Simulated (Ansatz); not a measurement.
**B3LYP/def2-TZVP (core potential) run of SiH3I (SMILES [SiH3]I)**

Aim: the electronic atomisation energy of SiH3I at B3LYP/def2-TZVP (core potential), from 4 runs. 

The results are computed with Ansatz 0.2.0.

43 further runs of the same task are left out: 12 that didn't finish, 31 set aside as unsound or not needed.

### 1 Starting point

SiH3I has 5 atoms, charge 0, and is taken as a singlet. SMILES: `[SiH3]I`. The coordinates come from a PBE0-D4/def2-TZVP relaxation.

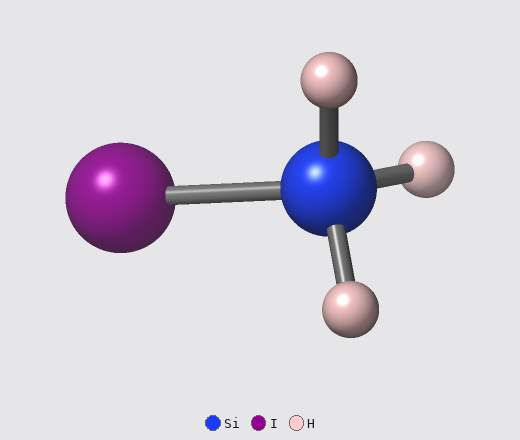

The structure, seen from a chosen angle (silicon blue, iodine purple, hydrogen pink).

### 2 The energy at B3LYP/def2-TZVP (core potential)

The input, in.yaml:

```yaml
crystal:
  periodic: [false, false, false]
  atoms:
    - {symbol: Si, position_ang: [-0.165600, 0.069300, -0.077300]}
    - {symbol: I, position_ang: [1.907700, -0.923300, 0.737800]}
    - {symbol: H, position_ang: [-1.144400, 0.089000, 1.033900]}
    - {symbol: H, position_ang: [-0.671300, -0.755700, -1.198400]}
    - {symbol: H, position_ang: [0.123500, 1.447000, -0.537300]}
basis:
  gaussian:
    orbitals: def2-TZVP
hamiltonian:
  xc: {name: B3LYP}
output: {orbitals: {seedname: orbitals}}
accuracy: high
```

Started as:

```sh
$ ansatz run in.yaml --threads 1 --pin off --max-ram 3480MiB --events-out events.jsonl --progress --plain --runs-dir runs
```

Output:

```text
Warning: RAYON_NUM_THREADS=1 ignored (pool sized by the plan → 1); use --threads N
Functional definition: B3LYP
  name "B3LYP"
  parameter a0 = 0.2
  parameter ax = 0.72
  parameter ac = 0.81
  exchange = (1 - a0 - ax)*slater_x + ax*b88_x + a0*exact_x
  correlation = (1 - ac)*vwn_rpa_c + ac*lyp_c
1899 factors; integrals over basis functions are off by at most 3.4e-9 eV
mean field evaluation 1: about -16031.4340 eV, gradient 1.1e1 eV
mean field evaluation 2: about -16031.6543 eV, gradient 8.7e0 eV
mean field evaluation 4: about -16031.8535 eV, gradient 4.2e-1 eV
mean field evaluation 8: about -16031.9073 eV, gradient 3.4e-2 eV
mean field evaluation 16: about -16031.9073 eV, gradient 6.2e-6 eV
mean field -16031.90732904 eV, -589.1617275250 hartree, gradient 7.4e-8 eV, S^2 0.000000; 0 other end points of the search recorded, 0 dependent functions left out
reference -16031.90736453 eV, -589.1617288292 hartree; 21, 21 occupied and 84, 84 virtual orbitals, 1899 factors
Total energy: -16031.90736453 eV, -589.1617288292 hartree
```

Wall time 8.1 s (1 thread of Arm Neoverse V1, shared host); peak memory 0.31 GiB.

### 3 The H atom at the same level

The input, run.yaml:

```yaml
crystal:
  periodic: [false, false, false]
  atoms:
    - symbol: H
      position_ang: [0.000000, 0.000000, 0.000000]
basis:
  gaussian: {orbitals: def2-TZVP}
magnetization: {spin_polarized: true, initial_magnetization: 1}
hamiltonian: {xc: {name: B3LYP}}
accuracy: high
```

Run the same way, it converges to -0.50215 Eh (log not shown).

### 4 The I atom, same level

The input, input.yaml:

```yaml
crystal:
  periodic: [false, false, false]
  atoms:
    - {symbol: I, position_ang: [0.000000, 0.000000, 0.000000]}
basis:
  gaussian:
    orbitals: def2-TZVP
magnetization:
  spin_polarized: true
  initial_magnetization: 1
hamiltonian:
  xc: {name: B3LYP}
accuracy: high
```

Started as:

```sh
$ ansatz run input.yaml --threads 1 --pin off --max-ram 3480MiB --events-out events.jsonl --progress --plain --runs-dir runs
```

Output (excerpt; [...] marks lines left out):

```text
Warning: RAYON_NUM_THREADS=1 ignored (pool sized by the plan → 1); use --threads N
[... 7 set-up lines as earlier in the session ...]
518 factors; integrals over basis functions are off by at most 2.7e-9 eV
mean field evaluation 1: about -8102.8745 eV, gradient 3.9e0 eV
mean field evaluation 2: about -8102.9553 eV, gradient 1.3e0 eV
mean field evaluation 4: about -8102.9620 eV, gradient 6.0e-1 eV
mean field evaluation 8: about -8102.9631 eV, gradient 1.3e-3 eV
mean field evaluation 16: about -8102.9631 eV, gradient 1.0e-7 eV
mean field evaluation 32: about -8102.9627 eV, gradient 1.7e-1 eV
mean field -8102.96305989 eV, -297.7784000654 hartree, gradient 3.1e-9 eV, S^2 0.752297; 1 other end points of the search recorded, 0 dependent functions left out
reference -8102.96308090 eV, -297.7784008373 hartree; 13, 12 occupied and 37, 38 virtual orbitals, 518 factors
Total energy: -8102.96308090 eV, -297.7784008373 hartree
```

It took 3.9 s on 1 thread of Arm Neoverse V1, shared host; peak memory 0.12 GiB.

### 5 The Si atom at the same level

The input, job.yaml:

```yaml
crystal:
  periodic: [false, false, false]
  atoms:
    - {symbol: Si, position_ang: [0.000000, 0.000000, 0.000000]}
basis:
  gaussian:
    orbitals: def2-TZVP
magnetization:
  spin_polarized: true
  initial_magnetization: 2
hamiltonian:
  xc: {name: B3LYP}
accuracy: high
```

Run the same way, it converges to -289.39206 Eh (log not shown).

### 6 Summary of results

At B3LYP/def2-TZVP (core potential):

| quantity | value |
| --- | --- |
| molecule: total energy | -589.16173 Eh |
| molecule: HOMO energy | -7.48 eV |
| molecule: LUMO energy | -1.00 eV |
| molecule: HOMO–LUMO gap | 6.48 eV |
| H atom: total energy | -0.50215 Eh |
| H atom: ⟨S²⟩ | 0.750 |
| I atom: total energy | -297.77840 Eh |
| I atom: ⟨S²⟩ | 0.752 |
| Si atom: total energy | -289.39206 Eh |
| Si atom: ⟨S²⟩ | 2.004 |
| electronic atomisation energy | 13.192 eV |

In words: Taking the molecule apart into free atoms costs 13.19 eV (1273 kJ/mol), before zero-point energy and without spin-orbit coupling.
